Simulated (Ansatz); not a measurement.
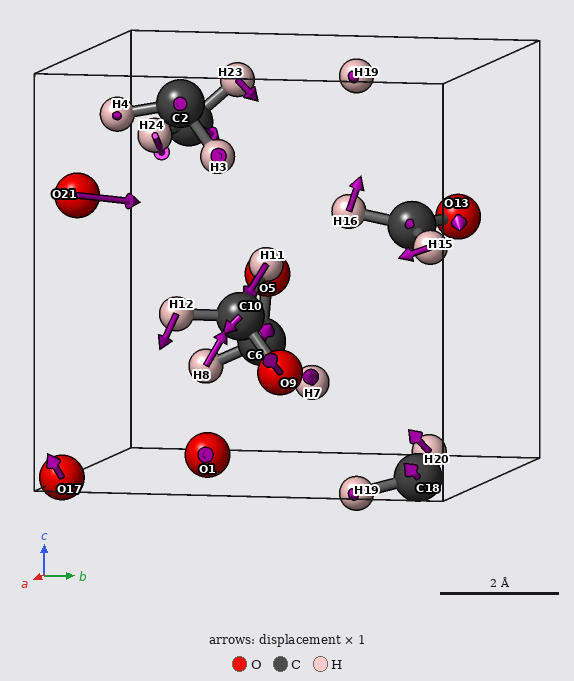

A relaxation of an amorphous cell of composition H$_{2}$CO. The starting structure is drawn; purple arrows show the displacements, at their true length.

The picture is a ball-and-stick view of the cell of the calculation, seen slightly off an axis.

The cell holds 6 H2CO. The run prepares the start of a later molecular dynamics calculation, from a guessed geometry.

Level of theory: DFT r2SCAN, scalar-relativistic, plane waves, PAW in Ansatz. (plane-wave cutoff 500 eV; k-point mesh 1 × 1 × 1; occupations fermi dirac; smearing width 0.05 eV; no spin polarisation; atoms relaxed in a fixed cell; force threshold 0.3 eV/Å; at most 15 steps)

Question: What happened in the run?

Answer: The largest move is that of an O atom, 1.29 Å along [−3 3 −1]. Largest moves by element: O 1.29 Å, H 1.16 Å, C 0.88 Å. The lattice vectors keep their values. Near-neighbour distances that change, for instance: C–O 1.220 → 1.205 Å, C–H 1.104 → 1.118 Å. After 10 accepted moves (12 points after the start) the energy has fallen by 1.318 eV per cell of the calculation. Largest force component: 1.7 eV/Å at the start, 0.3 eV/Å at the end. The line search rejected the trial step at point 9 of the run. 1 step only repeated the SCF at the same geometry. The forces were under the threshold at step 7, but the run went on from there. Cost: 3 min on 1 thread of Arm Neoverse V2 (shared host), peak memory 0.68 GiB.

Limits of the set-up: the program's low-accuracy preset was used; the periodic images lie only 7.2 Å apart, so the values are limited by the cell's size.
